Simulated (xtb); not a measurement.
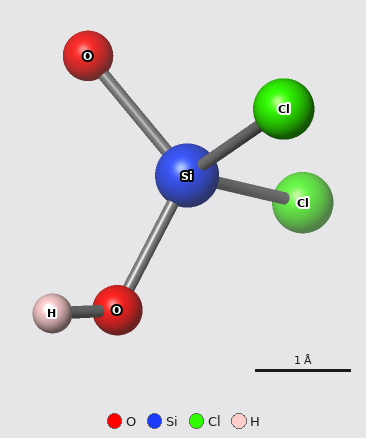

*The structure as given in the input (ball-and-stick view, seen at a tilt).*

Bond lengths as drawn: Cl–Si 2.01 to 2.03 Å, H–O 0.96 Å and O–Si 1.62 to 1.65 Å.

Geometry relaxation, with input and output: SiHCl$_{2}$O$_{2}$ (part 1 of 3)

- system: SiHCl$_{2}$O$_{2}$, multiplicity 2, SMILES [O][Si](O)(Cl)Cl
- method: GFN-FF (xtb 6.7.1)

The geometry comes from this level: PBE0-D4/def2-TZVP.

### The program's output
```
* xtb version 6.7.1
   ID    Z sym.   atoms
    1    8 O      1, 3
    2   14 Si     2
    3   17 Cl     4, 5
    4    1 H      6

           -------------------------------------------------
          |                Calculation Setup                |
           -------------------------------------------------

          program call               : xtb --gff --norestart --wbo -I xtb.inp --ohess normal -P 1 -- geo.gen
          coordinate file            : geo.gen
          omp threads                :                     1

          charge from .CHRG file: 0

          ==================== Thresholds ====================
          CN  :   150.00000
          rep :   500.00000
          disp:  2500.00000
          HB1 :   250.00000
          HB2 :   450.00000

          Pauling EN used:
          Z : 1  EN :  2.20
          Z : 8  EN :  3.44
          Z :14  EN :  1.90
          Z :17  EN :  3.16
          electric field strengths (au): 0.000

           -------------------------------------------------
          |           Force Field Initialization            |
           -------------------------------------------------

          distances ...
          ----------------------------------------
          generating topology and atomic info file ...
          pair mat ...
          computing topology distances matrix with Floyd-Warshall algo ...
          making topology EEQ charges ...
          #fragments for EEQ constrain: 1
          ----------------------------------------
          generating topology and atomic info file ...
          pair mat ...
          computing topology distances matrix with Floyd-Warshall algo ...
          making topology EEQ charges ...
          #fragments for EEQ constrain: 1
          rings ...
          # BATM   6
          # H in HB   1

  atom   neighbors  erfCN metchar sp-hybrid imet pi  qest     coordinates
    1  O       1    0.98   0.00         2    0    0  -0.360   -2.316993    0.341851    2.289592
    2  Si      4    3.50   0.01         3    0    0   0.550   -0.511927    0.077857   -0.233759
    3  O       2    1.92   0.00         3    0    0  -0.425    1.987803   -1.617228    0.217130
    4  Cl      1    0.98   0.00         0    0    0  -0.028   -2.302442   -1.491372   -3.204976
    5  Cl      1    0.98   0.00         0    0    0  -0.028    0.210515    3.802129   -0.820519
    6  H       1    0.98   0.01         0    0    0   0.291    3.012412   -1.234369    1.665227

          #atoms :   6
          #bonds :   5
          #angl  :   7
          #tors  :   3
          #nmol  :   1
          #optfrag :   1
           -------------------------------------------------
          |                   G F N - F F                   |
          |          A general generic force-field          |
          |                  Version 1.0.3                  |
           -------------------------------------------------
          Number of HB bonds (bound hydrogen)     18
          Number of HB bonds (unbound hydrogen)   18
          Number of XB bonds                      0

 E+G (total)                   0 d,  0 h,  0 min,  0.000 sec
 distance/D3 list               ...        0 min,  0.000 sec (  1.403%)
 non bonded repulsion           ...        0 min,  0.000 sec ( 15.563%)
 dCN                            ...        0 min,  0.000 sec (  3.098%)
 EEQ energy and q               ...        0 min,  0.000 sec (  6.872%)
 D3                             ...        0 min,  0.000 sec (  8.711%)
 EEQ gradient                   ...        0 min,  0.000 sec (  7.074%)
 bonds                          ...        0 min,  0.000 sec (  7.213%)
 bend and torsion               ...        0 min,  0.000 sec (  7.896%)
 bonded ATM                     ...        0 min,  0.000 sec (  3.508%)
 HB/XB (incl list setup)        ...        0 min,  0.000 sec ( 16.613%)

         :::::::::::::::::::::::::::::::::::::::::::::::::::::
         ::                     SUMMARY                     ::
         :::::::::::::::::::::::::::::::::::::::::::::::::::::
         :: total energy              -0.514587729283 Eh    ::
         :: gradient norm              0.087742988815 Eh/a0 ::
         ::.................................................::
         :: bond energy               -0.435885424347 Eh    ::
         :: angle energy               0.016437556833 Eh    ::
         :: torsion energy             0.000044601144 Eh    ::
         :: repulsion energy           0.052976774448 Eh    ::
         :: electrostat energy        -0.144663089625 Eh    ::
         :: dispersion energy         -0.003487719614 Eh    ::
         :: HB energy                 -0.000000003723 Eh    ::
         :: XB energy                  0.000000000000 Eh    ::
         :: bonded atm energy         -0.000010424400 Eh    ::
         :: external energy            0.000000000000 Eh    ::
         :: add. restraining           0.000000000000 Eh    ::
         :: total charge              -0.000000000000 e     ::
         :::::::::::::::::::::::::::::::::::::::::::::::::::::

      -----------------------------------------------------------
     |                   =====================                   |
     |                        A N C O P T                        |
     |                   =====================                   |
     |               Approximate Normal Coordinate               |
     |                Rational Function Optimizer                |
      -----------------------------------------------------------
      -----------------------------------------------------------
     |                   =====================                   |
     |                        A N C O P T                        |
     |                   =====================                   |
     |               Approximate Normal Coordinate               |
     |                Rational Function Optimizer                |
      -----------------------------------------------------------

          ...................................................
          :                      SETUP                      :
          :.................................................:
          :   optimization level            normal          :
          :   max. optcycles                   200          :
          :   ANC micro-cycles                  20          :
          :   degrees of freedom                12          :
          :.................................................:
          :   RF solver                   davidson          :
          :   write xtbopt.log                true          :
          :   linear?                        false          :
          :   energy convergence         0.5000000E-05 Eh   :
          :   grad. convergence          0.1000000E-02 Eh/α :
          :   maxmium RF displ.          0.1000000          :
          :   Hlow (freq-cutoff)         0.1000000E-01      :
          :   Hmax (freq-cutoff)         5.0000000          :
          :   S6 in model hess.         20.0000000          :
          ...................................................

generating ANC from exact Hessian ...
Using GFN-FF Lindh-Hessian
 Shifting diagonal of input Hessian by    0.0000000000000000
 Lowest  eigenvalues of input Hessian
    0.000000    0.000000    0.000000    0.000000    0.000000    0.000000
    0.016981    0.022899    0.051460    0.061685    0.075923    0.191737
    0.243116    0.496405    0.766754    1.303964    1.713401    2.198483
 Highest eigenvalues
    0.243116    0.496405    0.766754    1.303964    1.713401    2.198483

........................................................................
.............................. CYCLE    1 ..............................
........................................................................
 * total energy  :    -0.5145877 Eh     change        0.0000000E+00 Eh
   gradient norm :     0.0877429 Eh/α   predicted     0.0000000E+00 (   0.00%)
   displ. norm   :     0.2450336 α      lambda       -0.1458997E-01
   maximum displ.:     0.1000000 α      in ANC's #1, #2, #3, ...

........................................................................
.............................. CYCLE    2 ..............................
........................................................................
 * total energy  :    -0.5224490 Eh     change       -0.7861315E-02 Eh
   gradient norm :     0.0516797 Eh/α   predicted    -0.6905106E-02 ( -12.16%)
   displ. norm   :     0.1477961 α      lambda       -0.4970596E-02
   maximum displ.:     0.1000000 α      in ANC's #3, #7, #4, ...

........................................................................
.............................. CYCLE    3 ..............................
........................................................................
 * total energy  :    -0.5252614 Eh     change       -0.2812378E-02 Eh
   gradient norm :     0.0179251 Eh/α   predicted    -0.2393058E-02 ( -14.91%)
   displ. norm   :     0.1168926 α      lambda       -0.1221729E-02
   maximum displ.:     0.1000000 α      in ANC's #3, #1, #5, ...

........................................................................
.............................. CYCLE    4 ..............................
........................................................................
 * total energy  :    -0.5260051 Eh     change       -0.7437232E-03 Eh
   gradient norm :     0.0079862 Eh/α   predicted    -0.6107476E-03 ( -17.88%)
   displ. norm   :     0.0905438 α      lambda       -0.3538436E-03
   maximum displ.:     0.0746703 α      in ANC's #3, #1, #6, ...

........................................................................
.............................. CYCLE    5 ..............................
........................................................................
 * total energy  :    -0.5262165 Eh     change       -0.2113705E-03 Eh
   gradient norm :     0.0069245 Eh/α   predicted    -0.1783719E-03 ( -15.61%)
   displ. norm   :     0.0336123 α      lambda       -0.6145115E-04
   maximum displ.:     0.0213332 α      in ANC's #1, #3, #4, ...

........................................................................
.............................. CYCLE    6 ..............................
........................................................................
 * total energy  :    -0.5262613 Eh     change       -0.4477324E-04 Eh
   gradient norm :     0.0047324 Eh/α   predicted    -0.3075918E-04 ( -31.30%)
   displ. norm   :     0.0510563 α      lambda       -0.6126010E-04
   maximum displ.:     0.0348872 α      in ANC's #2, #1, #3, ...

........................................................................
.............................. CYCLE    7 ..............................
........................................................................
 * total energy  :    -0.5263069 Eh     change       -0.4563994E-04 Eh
   gradient norm :     0.0035578 Eh/α   predicted    -0.3070912E-04 ( -32.71%)
   displ. norm   :     0.0758208 α      lambda       -0.6984240E-04
   maximum displ.:     0.0520196 α      in ANC's #1, #2, #5, ...

........................................................................
.............................. CYCLE    8 ..............................
........................................................................
 * total energy  :    -0.5263586 Eh     change       -0.5164251E-04 Eh
   gradient norm :     0.0036121 Eh/α   predicted    -0.3512066E-04 ( -31.99%)
   displ. norm   :     0.0850313 α      lambda       -0.7712320E-04
   maximum displ.:     0.0609254 α      in ANC's #2, #1, #10, ...

........................................................................
.............................. CYCLE    9 ..............................
........................................................................
 * total energy  :    -0.5264147 Eh     change       -0.5615136E-04 Eh
   gradient norm :     0.0029253 Eh/α   predicted    -0.3883911E-04 ( -30.83%)
   displ. norm   :     0.0902863 α      lambda       -0.6284584E-04
   maximum displ.:     0.0593475 α      in ANC's #1, #2, #10, ...

........................................................................
.............................. CYCLE   10 ..............................
........................................................................
 * total energy  :    -0.5264585 Eh     change       -0.4381155E-04 Eh
   gradient norm :     0.0034217 Eh/α   predicted    -0.3168045E-04 ( -27.69%)
   displ. norm   :     0.0681711 α      lambda       -0.6917243E-04
   maximum displ.:     0.0358499 α      in ANC's #2, #1, #4, ...

........................................................................
.............................. CYCLE   11 ..............................
........................................................................
 * total energy  :    -0.5264663 Eh     change       -0.7765112E-05 Eh
   gradient norm :     0.0056399 Eh/α   predicted    -0.3474794E-04 ( 347.49%)
   displ. norm   :     0.1066824 α      lambda       -0.7267248E-04
   maximum displ.:     0.0713934 α      in ANC's #2, #1, #10, ...

........................................................................
.............................. CYCLE   12 ..............................
........................................................................
 * total energy  :    -0.5264765 Eh     change       -0.1015625E-04 Eh
   gradient norm :     0.0060478 Eh/α   predicted    -0.3674869E-04 ( 261.83%)
   displ. norm   :     0.0802735 α      lambda       -0.5673405E-04
   maximum displ.:     0.0536345 α      in ANC's #2, #1, #10, ...

........................................................................
.............................. CYCLE   13 ..............................
........................................................................
 * total energy  :    -0.5264949 Eh     change       -0.1840973E-04 Eh
   gradient norm :     0.0006414 Eh/α   predicted    -0.2854877E-04 (  55.07%)
   displ. norm   :     0.0336943 α      lambda       -0.4374310E-05
   maximum displ.:     0.0215974 α      in ANC's #2, #1, #10, ...
```
